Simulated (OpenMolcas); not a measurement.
# BNH3O (SMILES N[B]O) at ROCCSD[T]/ANO-L-MB (electric field 0.005 a.u., field axis y)

We compute the energy of BNH3O. 

Program for the calculation: OpenMolcas 26.06.

3 further runs of the same task are left out: 1 for a known fault of the program, 2 set aside as unsound or not needed.

**1. The structure to begin with**

BNH3O has 6 atoms, charge 0, and is taken as a doublet. SMILES: `N[B]O`. The coordinates come from a PBE0-D4/def2-TZVP relaxation. This is one conformer, not always the lowest.

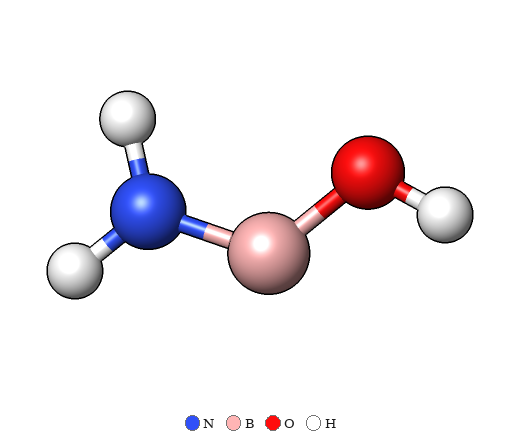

The structure, seen from a chosen angle (nitrogen blue, boron pink, oxygen red, hydrogen white).

**2. A single-point energy at ROCCSD[T]/ANO-L-MB (electric field 0.005 a.u., field axis y)**

The input, test.inp:

```
&gateway
 basisset
 N.ANO-L-MB....
 N1 -0.781300 0.184600 -0.560400 angstrom
 End of Basis
 basisset
 B.ANO-L-MB....
 B2 0.032600 -0.490400 0.341500 angstrom
 End of Basis
 basisset
 O.ANO-L-MB....
 O3 1.270200 -0.047100 0.684600 angstrom
 End of Basis
 basisset
 H.ANO-L-MB....
 H4 -1.694900 -0.139800 -0.815500 angstrom
 H5 -0.498900 1.042700 -1.012000 angstrom
 H6 1.714300 -0.614000 1.315700 angstrom
 End of Basis

&seward

&ffpt
 dipole
 Y -0.005

&scf
 uhf
 spin=2
 prorbitals=1 1

&rasscf
 fileorb=$Project.UnaOrb
 spin=2
 nactel=1 0 0
 inactive=11
 ras2=1
 outorbitals=Canonical
 orblisting=Nothing

&motra
 jobiph
 frozen=3

&ccsdt
 cct
 triples=1
 iterations=50
 extrapolation=5 4
```

Started as:

```console
$ export MOLCAS_MEM=1860
$ pymolcas test.inp > test.log
```

Q: Predict the results. Wanted: total energy.

**Answer.** As computed:

Level: ROCCSD[T]/ANO-L-MB (electric field 0.005 a.u., field axis y), 3 core orbitals frozen.

| quantity | value |
| --- | --- |
| total energy | -155.68463 Eh |
